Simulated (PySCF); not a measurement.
# CH7NOSi, SMILES `CO[SiH2]N`: electronic structure

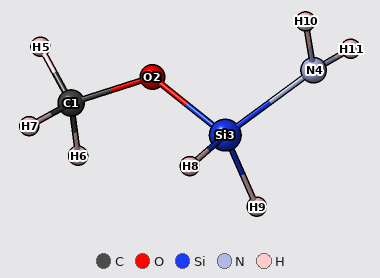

The molecule, with its atoms numbered as below. No frequency check shows the geometry to be a minimum.

Cartesian coordinates (Å):

```
C1      -2.1252    0.1261    0.0001
O2      -0.7758    0.4725    0.0000
Si3      0.5259   -0.5102   -0.0001
N4       1.9490    0.4487   -0.0003
H5      -2.7120    1.0459   -0.0042
H6      -2.3766   -0.4645   -0.8875
H7      -2.3782   -0.4575    0.8868
H8       0.5531   -1.3185    1.2214
H9       0.5553   -1.3280   -1.2102
H10      2.1542    0.9978    0.8186
H11      2.1557    0.9913   -0.8228
```

## 1. Bonding charge

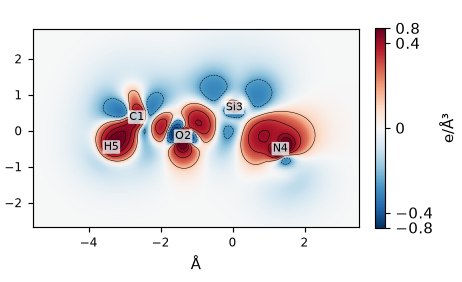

Deformation density (molecule less spherical, spin-averaged free atoms) in the plane of C1, O2, Si3, N4 and H5; colour scale in e/Å³, logarithmic beyond ±0.1; red: gain, blue: loss.

Method: PBE/def2-TZVP; geometry: GFN2-xTB; program: PySCF.

> How much density has each bond in this plane gained at its critical point, relative to the free atoms?

C1–H5: +0.73 e/Å³ at the bond critical point (bond length 1.09 Å, Mayer order 1.0). Si3–N4: +0.15 e/Å³ at the bond critical point (bond length 1.72 Å, Mayer order 1.3). O2–Si3: +0.11 e/Å³ at the bond critical point (bond length 1.63 Å, Mayer order 1.2); up to 0.6 Å beside the axis the gain reaches +0.39 e/Å³. C1–O2: +0.09 e/Å³ at the bond critical point (bond length 1.39 Å, Mayer order 1.0); up to 0.6 Å beside the axis the gain reaches +0.30 e/Å³. In all, 2.4 electrons gather in the regions of gain relative to the promolecule. A small or negative value marks a very polar bond, one between electron-rich atoms, whose free-atom densities already overlap strongly, a long bond to a heavier atom, or a closed-shell contact such as a hydrogen bond.

> Where do the Hirshfeld charges lie?

The highest Hirshfeld charge is on Si3 (+0.37 e), the lowest on N4 (−0.29 e).

```
atom  charge (e)
  C1       −0.03
  O2       −0.22
 Si3       +0.37
  N4       −0.29
  H5       +0.04
  H6       +0.04
  H7       +0.04
  H8       −0.09
  H9       −0.09
 H10       +0.11
 H11       +0.11
```

## 2. Local ionisation energy

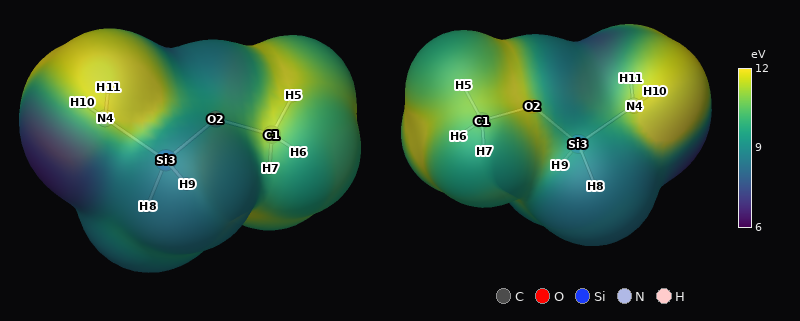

Average local ionisation energy on the surface of electron density 0.001 a.u. (back view left, front view right).

> Where are the most loosely bound electrons on this surface?

The lowest value is 6.6 eV, 2.1 Å from N4. Further minima include 7.6 eV, near H11 (1.93 Å), H10 (1.93 Å) and N4 (2.05 Å); 8.3 eV, 1.5 Å from H8; 9.3 eV, 1.4 Å from H6. For comparison, the highest occupied orbital lies at −6.2 eV.

> What volume does the surface enclose, and what is the dipole moment?

About 112 Å³; the dipole moment is 1.0 D.

## 3. Removing or adding an electron

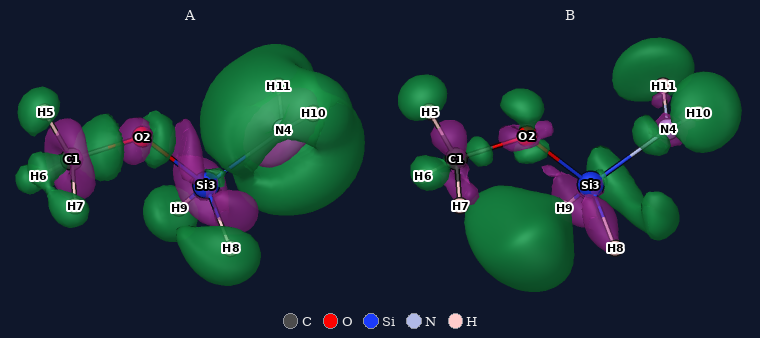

The two Fukui functions at ±0.02 e/Å³ (green positive, purple negative).

Computed with PySCF, PBE/6-31G*, geometry: GFN2-xTB.

> Which panel is f⁻ (electron removed) and which f⁺ (electron added)?

A is f⁻, B is f⁺. f⁻ (Hirshfeld-condensed) is largest on N4 (0.39); the vertical ionisation energy is 9.95 eV. f⁺ (Hirshfeld-condensed) is largest on Si3 (0.31); the vertical electron affinity is −2.96 eV (the stability of the anion's solution wasn't checked; negative, but this basis has no diffuse functions, so it doesn't show that the anion is unbound).

> What chemical potential and hardness follow from the two energies?

μ = −(I + A)/2 = −3.50 eV and η = I − A = 12.91 eV.

## 4. Stretching a bond

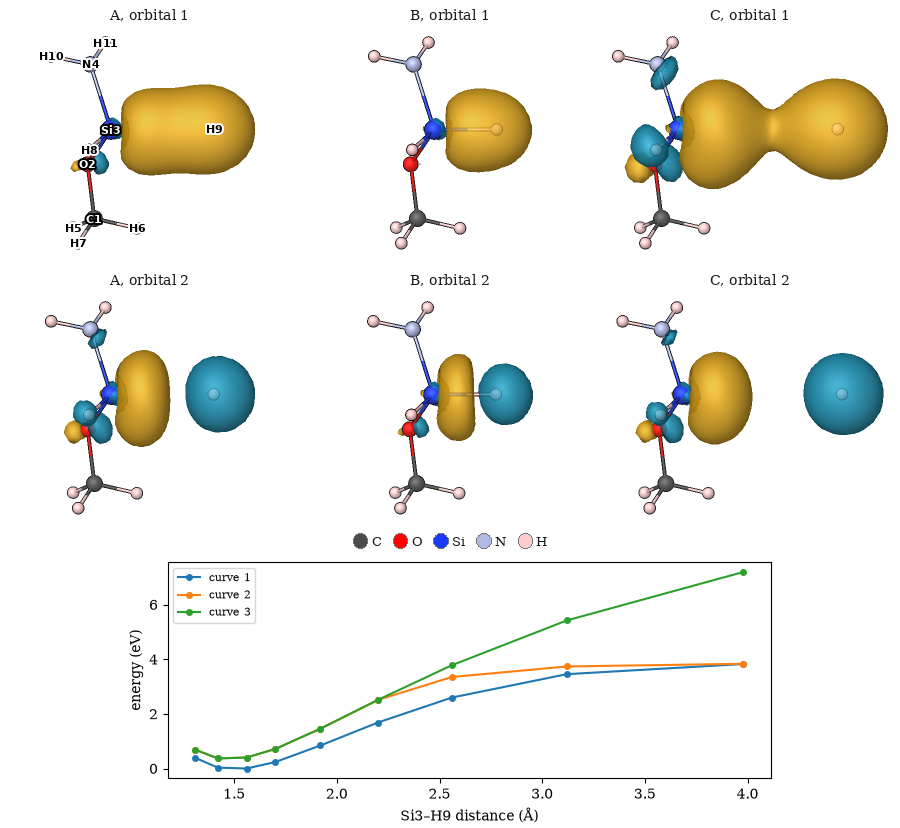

Rigid stretch of the Si3–H9 bond. The two CASSCF(2,2) natural orbitals nearest half filling (orbital 1 the more occupied). Below: energies along the scan, from the lowest point of the three curves.

Method: 6-31G* basis; geometry: GFN2-xTB; program: PySCF.

> The columns are at 1.56, 2.56 and 3.98 Å, in some order. Assign them, and give the occupations.

A: 2.56 Å, occupations 1.81 and 0.19. B: 1.56 Å, occupations 1.98 and 0.02. C: 3.98 Å, occupations 1.20 and 0.80.

> Which curve is which method?

Curve 1 is CASSCF(2,2). Curve 2 is UHF. Curve 3 is RHF. RHF rises too steeply because it keeps both electrons in one orbital and so mixes in ionic fragments.

> Where does the UHF solution part from RHF?

Between 2.20 Å (⟨S²⟩ = 0, the two coincide) and 2.56 Å (⟨S²⟩ = 0.60); at 3.98 Å ⟨S²⟩ is 0.99 and UHF lies 3.4 eV below RHF.

> How much energy does the stretch cost?

By CASSCF, 3.8 eV from the lowest point of the scan (1.56 Å) to 3.98 Å; RHF gives 6.8 eV from its own lowest point. The fragments aren't relaxed and dynamic correlation is missing, so this isn't a bond dissociation energy.

The PySCF runs shown took 28 s, 6.6 min and 3 min on 1 thread of Arm Neoverse V1, on a shared host.
